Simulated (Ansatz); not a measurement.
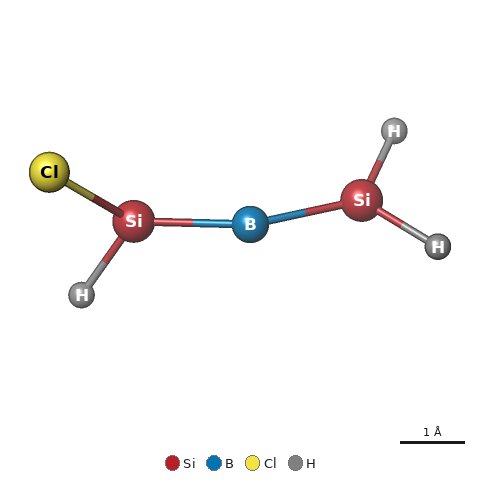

Depth is shown by fading: the farther an atom, the more it takes the colour of the background. The species has charge −1 and is a spin singlet. The computed structure is the end point of a PBE-D4/def2-SVPD optimisation. No frequency run is at hand to confirm it as a minimum. Masses are those of the most abundant isotopes; constants are for the rigid equilibrium geometry.

Classify the rotor and give the rotational constants (GHz).

An asymmetric top (C1): A = 13.7, B = 1.05, C = 0.989 GHz. Ray's parameter κ is −0.99, close to the prolate limit.
